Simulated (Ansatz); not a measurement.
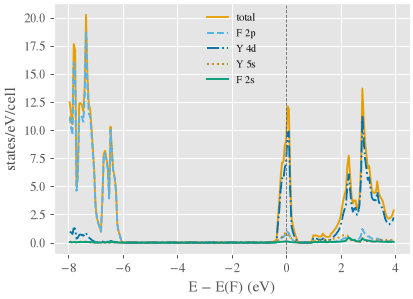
Figure. Total and projected density of states of YF2 in space group P6_3/mmc (No. 194; Y on 2b, F on 4f), LDA (plane waves, PAW; program Ansatz)

Task: Which orbitals carry the states next to the Fermi level?

Result: Within 0.5 eV of the Fermi level: Y 4d 78 %, Y 5s 9 %, F 2p 8 %. Projections are on Löwdin-orthogonalised atomic valence shells; empty p or d shells of many metals are not among them.

Task: Where is the tallest occupied peak in this window, and what makes it?

Result: Near -7.3 eV, about 20 states/eV per cell; the largest projected share is F 2p.

The start of the workflow was typed in or built on a structure type; neither database checked (COD, Materials Project) lists it. Whether it is the stable phase at ambient conditions was not checked. Symmetry was held in the LDA relaxation. At this level the phase is dynamically unstable (imaginary phonons). The run is not spin-polarised. A crystal of weakly bound layers computed without a dispersion correction: the cell and the soft elastic constants depend strongly on that. Spin–orbit coupling is left out wherever it is not named.

Potentials: the earlier of the program's two PAW sets. The files were generated under PBE; for other functionals the program regenerates the frozen cores, and for LDA and PBEsol the local potential too.
